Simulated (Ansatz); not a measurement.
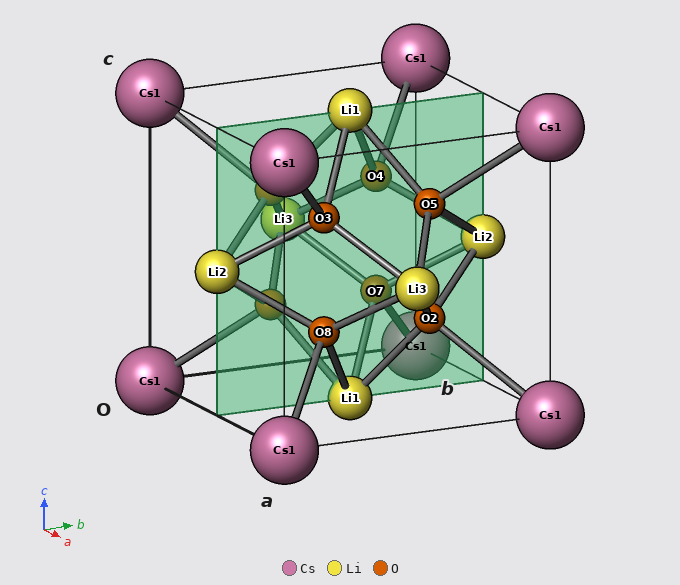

For CsLi₃O₈, the end point of a relaxation with DFT PBE, scalar-relativistic, plane waves, PAW (Ansatz 0.2.0); the starting structure was generated, so it need not be a known form of this composition: the shaded plane is a symmetry element of the crystal. All values are computed from the atomic coordinates in the standard setting (tolerance 0.002 Å).

a = 5.503 Å, b = 5.503 Å, c = 5.503 Å, α = 90.00°, β = 90.00°, γ = 90.00°.

```csv
atom,x,y,z
Cs1,0.0000,0.0000,0.0000
Li1,0.5000,0.5000,0.0000
Li2,0.5000,0.0000,0.5000
Li3,0.0000,0.5000,0.5000
O1,0.3013,0.3013,0.3013
O2,0.6987,0.6987,0.3013
O3,0.6987,0.3013,0.6987
O4,0.3013,0.6987,0.6987
O5,0.6987,0.6987,0.6987
O6,0.3013,0.3013,0.6987
O7,0.3013,0.6987,0.3013
O8,0.6987,0.3013,0.3013
```

Is it a mirror or a glide plane, and what is the operation?

Answer. It is a mirror plane, parallel to (1 0 0), through (1/2, 1/2, 1/2): x, y, z → −x+1, y, z.

Onto which atom does it carry each atom (up to whole multiples of a, b and c)?

Answer. Cs1 → Cs1, Li1 → Li1, Li2 → Li2, Li3 → Li3, O1 → O8, O2 → O7, O3 → O6, O4 → O5, O5 → O4, O6 → O3, O7 → O2, O8 → O1.
